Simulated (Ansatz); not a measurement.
BH₄OSi (SMILES BO[SiH2]) (doublet)

```tsv
atom	x (Å)	y (Å)	z (Å)
B	0.3962	-0.9989	1.9686
O	0.4327	-0.3916	0.7634
Si	-0.7761	0.3022	-0.1857
H	-0.6634	-1.1536	2.5462
H	1.4430	-1.3803	2.4419
H	-0.3300	0.1878	-1.6059
H	-2.0766	-0.4058	0.0470
```

Geometry: PBE0-D3(BJ)/def2-SVP.

The calculation used Ansatz 0.2.0, isolated molecule in a Gaussian basis; Kohn-Sham density functional theory, functional PBE0.

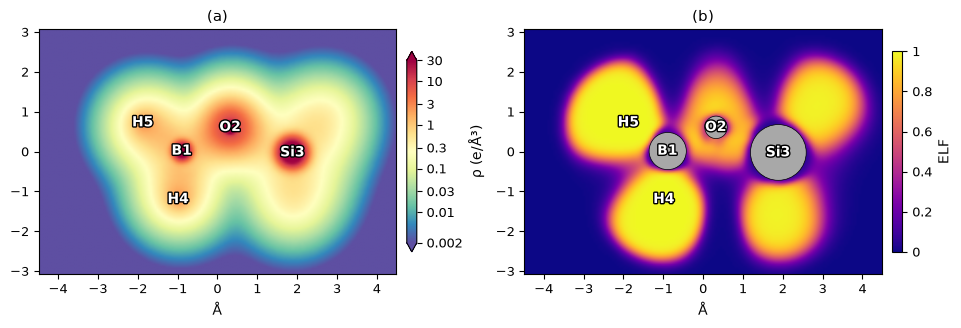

Figure 1. (a) electron density; (b) electron localisation function on the plane of atoms O2, B1 and H5. Grey discs cover the atomic cores in the ELF map.

### Describe what can be read from this map.

- The plane passes through B, O, Si and H nuclei.
- B–O (1.35 Å): ρ at the midpoint is about 2.1 e/Å³; the ELF peaks at about 0.90 between the atoms; a short, strongly polar bond.
- Si–O (1.69 Å): ρ at the midpoint is about 1.1 e/Å³; the ELF peaks at about 0.85 between the atoms: a polar covalent bond.
- B–H (1.21 Å): ρ at the midpoint is about 1.3 e/Å³; the ELF climbs to about 1 towards the hydrogen, as it does in any bond to H; a covalent bond by its length.
- The ELF also peaks beside O2, away from the bonds: non-bonding electrons, paired or unpaired.

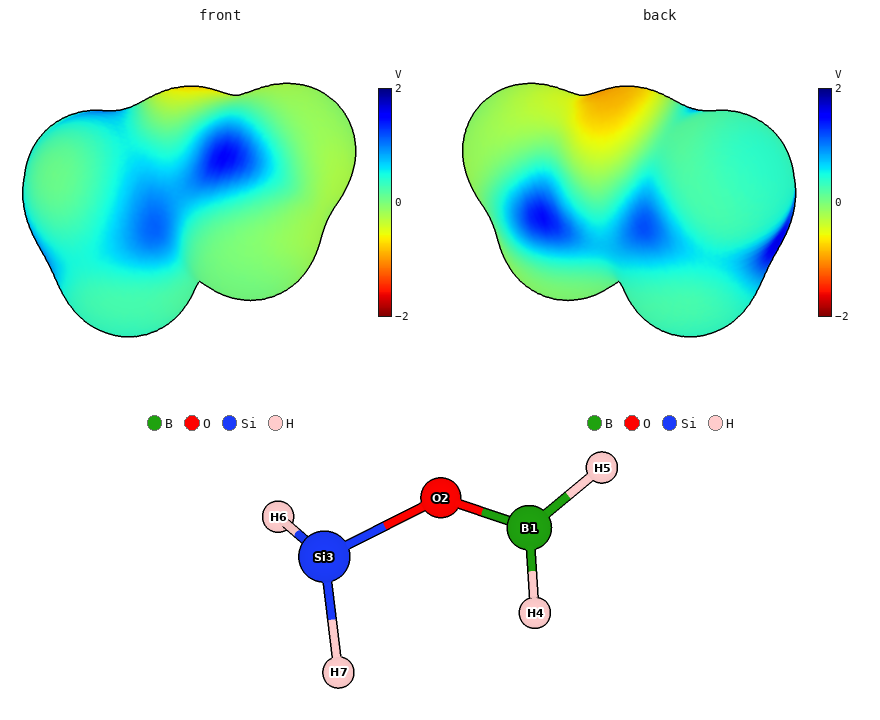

Figure 2. The electrostatic potential painted on the density surface at 0.002 e/bohr³, seen from the front and from behind; the colour scale runs from red (negative) to blue (positive). The bare structure is drawn below in the same view.

### Which sites attract a positive test charge, and which a negative one?

A positive charge is drawn to the negative regions and a negative charge to the positive ones. The most negative region (about −0.9 V) lies over O2, the most positive (about +1.5 V) over B1 and Si3.

### What dipole moment does the calculation give?

Its dipole moment is 1.00 D.

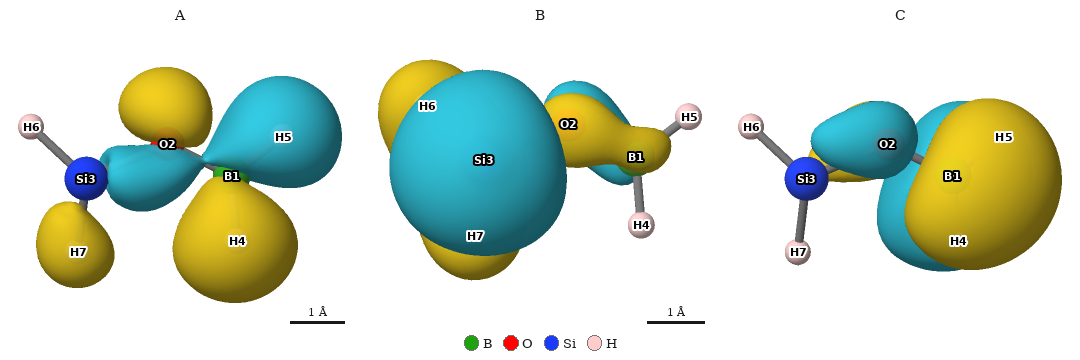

Figure 3. Three frontier orbitals at ±0.08 Å⁻³ᐟ² (yellow and cyan are the two phases), in no order.

### Which picture is the HOMO−1, the HOMO and the LUMO? All are α orbitals.

A is the HOMO−1 (α) (−8.51 eV). Its weight (Hirshfeld) is mainly on O2 (about 30 %), B1 (about 25 %), H4 (about 20 %) and H5 (about 20 %). B is the HOMO (α) (−6.46 eV). It lies mainly on Si3 (about 75 %), O2 (about 10 %), H6 (about 5 %) and H7 (about 5 %). C is the LUMO (α) (−0.81 eV). It lies mainly on B1 (about 60 %), O2 (about 10 %), H4 (about 10 %), H5 (about 10 %) and Si3 (about 5 %).

### What is the gap between the highest occupied and lowest empty α orbitals?

5.65 eV between the orbital energies.

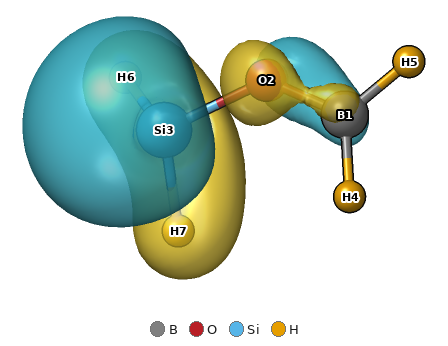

Figure 4. The HOMO (α) at ±0.1 Å⁻³ᐟ² (yellow and cyan are the two phases), seen at a tilt.

### Where does this orbital lie, and at what energy?

It lies mainly on Si3 (about 75 %), O2 (about 10 %), H6 (about 5 %) and H7 (about 5 %). Its energy is −6.46 eV.
